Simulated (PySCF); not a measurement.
Input

```
{"job": {"kind": "nmr", "xc": "PBE0", "basis": "pcSseg-1"}, "charge": 0, "multiplicity": 1}
Si     4.244221    -0.521500    -0.898325
O      2.828450    -0.448393    -0.132813
Si     1.771107    -0.020280     1.017507
N      0.245592    -0.164560     0.263083
C     -1.011330     0.100858     0.917650
C     -2.010821     0.694852    -0.048961
C     -2.891727    -0.210432    -0.856817
C     -3.477653     0.617993     0.245834
H      4.225751     0.502224    -1.941041
H      5.317931    -0.277637     0.064417
H      4.307301    -1.873650    -1.449758
H      1.980322     1.378530     1.393801
H      2.023506    -0.923962     2.148765
H      0.142404    -0.775012    -0.533692
H     -0.813812     0.802248     1.732130
H     -1.433396    -0.813275     1.361304
H     -1.645855     1.590997    -0.534776
H     -2.808952    -1.275315    -0.697558
H     -3.115986     0.058465    -1.877709
H     -3.784472     0.115841     1.150871
H     -4.101501     1.458949    -0.014975
```

Launched as:

```sh
OMP_NUM_THREADS=1 python probes_run.py task.json out
```

Geometry: GFN2-xTB.

Computed with PBE0/pcSseg-1, SCF density, gas phase, non-relativistic in PySCF 2.14.0.

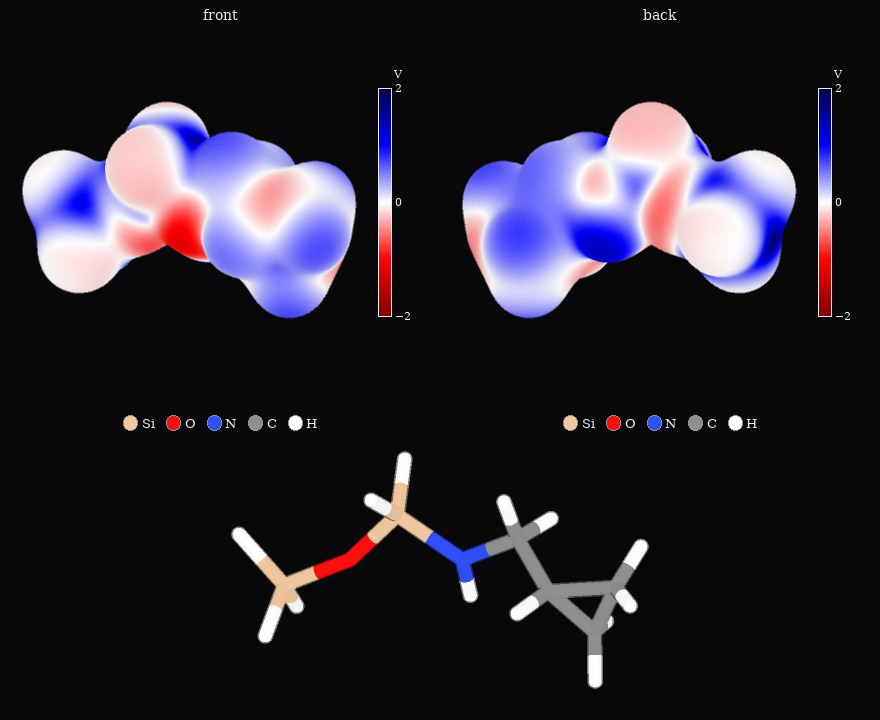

C$_{4}$H$_{13}$NOSi$_{2}$ (SMILES [SiH3]O[SiH2]NCC1CC1). The electrostatic potential painted on the density surface at 0.002 e/bohr³, seen from the front and from behind; red is negative and blue positive. The bare structure is drawn below in the same view.

### Describe the electrostatic potential map.

The most negative region (about −1.1 V) lies over N4, the most positive (about +1.5 V) over Si1 and Si3. N4 is the likeliest acceptor of a hydrogen bond.
